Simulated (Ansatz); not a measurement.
**BNH2O (SMILES BN=O): CCSD(T)/STO-3G**

What is the vertical ionisation energy of BNH2O at CCSD(T)/STO-3G? 

Program for the calculation: Ansatz 0.2.0.

59 further runs of the same task are left out: 4 that didn't finish, 55 set aside as unsound or not needed.

### Step 1. The molecule

BNH2O: 5 atoms, total charge 0, spin state singlet. SMILES: `BN=O`. The coordinates come from a GFN2-xTB relaxation.

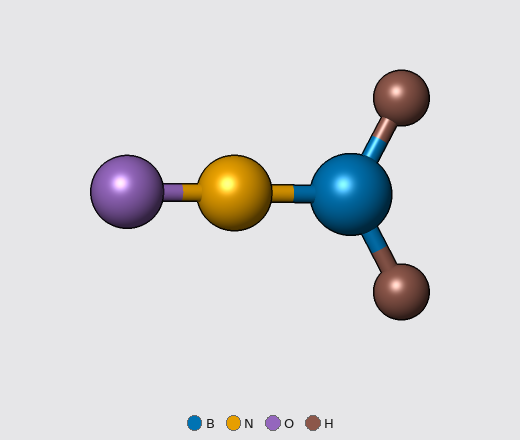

The structure, seen from a chosen angle (boron blue, nitrogen amber, oxygen purple, hydrogen brown).

### Step 2. A single-point energy at CCSD(T)/STO-3G

Contents of job.yaml:

```yaml
crystal:
  periodic: [false, false, false]
  atoms:
    - {symbol: B, position_ang: [-0.303260, 0.384710, -0.206480]}
    - {symbol: N, position_ang: [0.435210, -0.552070, 0.296940]}
    - {symbol: O, position_ang: [1.113730, -1.415380, 0.760240]}
    - {symbol: H, position_ang: [-1.158940, 0.091910, -0.941520]}
    - {symbol: H, position_ang: [-0.086740, 1.490830, 0.090820]}
basis:
  gaussian:
    orbitals: STO-3G
correlation:
  method: ccsd_t
  frozen_orbitals: {B: 1, H: 0, "N": 1, O: 1}
accuracy: high
scf:
  omitted_lower_state_checks: [cluster_reference, increment]
```

Launch:

```sh
$ ansatz run job.yaml --threads 1 --pin off --max-ram 2610MiB --events-out events.jsonl --progress --plain --runs-dir runs
```

The log of the run:

```text
Warning: RAYON_NUM_THREADS=1 ignored (pool sized by the plan → 1); use --threads N
Functional definition: HF
  name "HF"
  exchange = exact_x
  correlation = 0
these checks for a lower state are left out or cut short: cluster_reference, increment
294 factors; integrals over basis functions are off by at most 2.9e-8 eV
mean field evaluation 1: about -4162.3356 eV, gradient 2.3e1 eV
mean field evaluation 2: about -4162.4021 eV, gradient 2.3e1 eV
mean field evaluation 4: about -4164.0356 eV, gradient 2.3e0 eV
mean field evaluation 8: about -4164.0777 eV, gradient 3.2e-5 eV
mean field -4164.07624973 eV, -153.0269796652 hartree, gradient 1.6e-8 eV, S^2 0.000000; 0 other end points of the search recorded, 0 dependent functions left out; unrestricted orbitals would lower it
3 core orbitals not correlated: weight in the atoms' cores, before any rotation towards them, 1.000 or more for the frozen orbitals, at most 0.000 for the correlated occupied ones
reference -4164.07624973 eV, -153.0269796652 hartree; 8, 8 occupied and 6, 6 virtual orbitals, 294 factors
second order -4.48355354 eV of doubles, -0.00000000 eV of singles
cycle   1  -4.93469936 eV  change   -4.5e-1 eV  update   1.1e-1
cycle   2  -5.28367068 eV  change   -3.5e-1 eV  update   4.3e-2
cycle   3  -5.42439669 eV  change   -1.4e-1 eV  update   2.6e-2
cycle   4  -5.43921778 eV  change   -1.5e-2 eV  update   6.4e-3
cycle   5  -5.43751176 eV  change    1.7e-3 eV  update   1.9e-3
cycle   6  -5.43719604 eV  change    3.2e-4 eV  update   7.4e-4
cycle   7  -5.43711673 eV  change    7.9e-5 eV  update   2.8e-4
cycle   8  -5.43712039 eV  change   -3.7e-6 eV  update   1.1e-4
cycle   9  -5.43716234 eV  change   -4.2e-5 eV  update   5.7e-5
cycle  10  -5.43713872 eV  change    2.4e-5 eV  update   3.2e-5
cycle  11  -5.43712664 eV  change    1.2e-5 eV  update   1.4e-5
cycle  12  -5.43712666 eV  change   -2.8e-8 eV  update   5.9e-6
cycle  13  -5.43713331 eV  change   -6.6e-6 eV  update   2.2e-6
cycle  14  -5.43713545 eV  change   -2.1e-6 eV  update   9.3e-7
cycle  15  -5.43713578 eV  change   -3.3e-7 eV  update   3.6e-7
cycle  16  -5.43713565 eV  change    1.3e-7 eV  update   1.3e-7
cycle  17  -5.43713552 eV  change    1.3e-7 eV  update   5.3e-8
cycle  18  -5.43713549 eV  change    2.7e-8 eV  update   4.2e-8
cycle  19  -5.43713548 eV  change    1.1e-8 eV  update   1.5e-7
cycle  20  -5.43713544 eV  change    4.2e-8 eV  update   6.6e-8
cycle  21  -5.43713546 eV  change   -1.8e-8 eV  update   2.2e-8
cycle  22  -5.43713548 eV  change   -2.3e-8 eV  update   7.3e-9
cycle  23  -5.43713548 eV  change   -4.7e-9 eV  update   2.6e-9
cycle  24  -5.43713549 eV  change  -8.8e-10 eV  update   1.4e-9
perturbative correction -0.15424491 eV, -0.0056683958 hartree
Total energy: -4169.66763012 eV, -153.2324591047 hartree
Checks for a lower state left out: cluster_reference, increment
```

It took 0.16 s on 1 thread of Arm Neoverse V1, shared host.

### Step 3. The doublet cation, same level

job.yaml, as its differences from that of step 2:

```diff
@@ -9,9 +9,7 @@
 basis:
-  gaussian:
-    orbitals: STO-3G
-correlation:
-  method: ccsd_t
-  frozen_orbitals: {B: 1, H: 0, "N": 1, O: 1}
+  gaussian: {orbitals: STO-3G}
+total_charge: 1
+magnetization: {spin_polarized: true, initial_magnetization: 1}
+correlation: {method: ccsd_t, frozen_orbitals: {B: 1, H: 0, "N": 1, O: 1}}
 accuracy: high
-scf:
-  omitted_lower_state_checks: [cluster_reference, increment]
+scf: {omitted_lower_state_checks: [cluster_reference, increment]}
```

Launch:

```sh
$ ansatz run job.yaml --threads 1 --pin off --max-ram 2610MiB --events-out events.jsonl --progress --plain --runs-dir runs
```

The log of the run:

```text
Warning: RAYON_NUM_THREADS=1 ignored (pool sized by the plan → 1); use --threads N
Functional definition: HF
  name "HF"
  exchange = exact_x
  correlation = 0
these checks for a lower state are left out or cut short: cluster_reference, increment
294 factors; integrals over basis functions are off by at most 2.9e-8 eV
mean field evaluation 1: about -4154.3677 eV, gradient 1.8e1 eV
mean field evaluation 2: about -4154.4242 eV, gradient 1.8e1 eV
mean field evaluation 4: about -4156.6510 eV, gradient 2.5e0 eV
mean field evaluation 8: about -4156.9841 eV, gradient 4.9e-1 eV
mean field evaluation 16: about -4157.0220 eV, gradient 2.2e-4 eV
mean field evaluation 32: about -4157.0049 eV, gradient 8.0e-1 eV
mean field -4157.02204464 eV, -152.7677424099 hartree, gradient 2.1e-8 eV, S^2 0.949225; 5 other end points of the search recorded, 0 dependent functions left out
3 core orbitals not correlated: weight in the atoms' cores, before any rotation towards them, 1.000 or more for the frozen orbitals, at most 0.000 for the correlated occupied ones
reference -4157.02204464 eV, -152.7677424099 hartree; 8, 7 occupied and 6, 7 virtual orbitals, 294 factors
second order -3.95090716 eV of doubles, -0.00000000 eV of singles
cycle   1  -4.36729737 eV  change   -4.2e-1 eV  update   1.1e-1
cycle   2  -4.91685539 eV  change   -5.5e-1 eV  update   6.2e-2
cycle   3  -5.13949937 eV  change   -2.2e-1 eV  update   3.5e-2
cycle   4  -5.17751041 eV  change   -3.8e-2 eV  update   1.7e-2
cycle   5  -5.19479664 eV  change   -1.7e-2 eV  update   7.1e-3
cycle   6  -5.20508265 eV  change   -1.0e-2 eV  update   3.6e-3
cycle   7  -5.20577769 eV  change   -7.0e-4 eV  update   1.2e-3
cycle   8  -5.20666288 eV  change   -8.9e-4 eV  update   5.3e-4
cycle   9  -5.20665066 eV  change    1.2e-5 eV  update   2.6e-4
cycle  10  -5.20640654 eV  change    2.4e-4 eV  update   1.2e-4
cycle  11  -5.20643046 eV  change   -2.4e-5 eV  update   6.3e-5
cycle  12  -5.20647528 eV  change   -4.5e-5 eV  update   2.9e-5
cycle  13  -5.20651330 eV  change   -3.8e-5 eV  update   1.0e-5
cycle  14  -5.20650957 eV  change    3.7e-6 eV  update   3.5e-6
cycle  15  -5.20650271 eV  change    6.9e-6 eV  update   1.4e-6
cycle  16  -5.20650152 eV  change    1.2e-6 eV  update   4.8e-7
cycle  17  -5.20650168 eV  change   -1.7e-7 eV  update   2.2e-7
cycle  18  -5.20650193 eV  change   -2.5e-7 eV  update   8.6e-8
cycle  19  -5.20650195 eV  change   -2.0e-8 eV  update   4.4e-8
cycle  20  -5.20650177 eV  change    1.8e-7 eV  update   1.1e-7
cycle  21  -5.20650178 eV  change   -4.9e-9 eV  update   4.2e-8
cycle  22  -5.20650176 eV  change    1.9e-8 eV  update   1.8e-8
cycle  23  -5.20650176 eV  change   -1.9e-9 eV  update   8.2e-9
cycle  24  -5.20650176 eV  change   -5.9e-9 eV  update   4.0e-9
cycle  25  -5.20650177 eV  change   -4.7e-9 eV  update   1.7e-9
cycle  26  -5.20650177 eV  change   -2.9e-9 eV  update  6.9e-10
cycle  27  -5.20650177 eV  change   -1.4e-9 eV  update  3.2e-10
cycle  28  -5.20650177 eV  change  -5.9e-10 eV  update  1.7e-10
perturbative correction -0.13477541 eV, -0.0049529048 hartree
Total energy: -4162.36332182 eV, -152.9640307258 hartree
Checks for a lower state left out: cluster_reference, increment
```

Run time: 0.32 s. Hardware: 1 thread of Arm Neoverse V1, shared host.

### Step 4. Results

At CCSD(T)/STO-3G, 3 core orbitals frozen:

| quantity | value |
| --- | --- |
| singlet BNH2O: total energy | -153.23246 Eh |
| singlet BNH2O: correlation energy (3 core orbitals frozen) | -205.5 mEh |
| singlet BNH2O: (T) correction | -5.67 mEh |
| singlet BNH2O: T1 diagnostic | 0.027 |
| doublet cation: total energy | -152.96403 Eh |
| doublet cation: correlation energy (3 core orbitals frozen) | -196.3 mEh |
| doublet cation: (T) correction | -4.95 mEh |
| doublet cation: ⟨S²⟩ of the reference determinant | 0.949 |
| doublet cation: T1 diagnostic | 0.056 |
| vertical ionisation energy (to the doublet cation) | 7.304 eV |

What this shows: Removing an electron at fixed nuclei costs 7.30 eV (705 kJ/mol). In a minimal basis such a difference can be off by several eV, whatever the method. The T1 diagnostic (singlet BNH2O) of 0.027 is above the customary mark for such species, so a single reference may not serve. The restricted solution (singlet BNH2O) is unstable to spin breaking: an unrestricted one lies lower. The triples (singlet BNH2O) make up 2.8 % of the correlation energy. ⟨S²⟩ (doublet cation) is 0.95 where a pure doublet has 0.75: the reference is spin-contaminated.
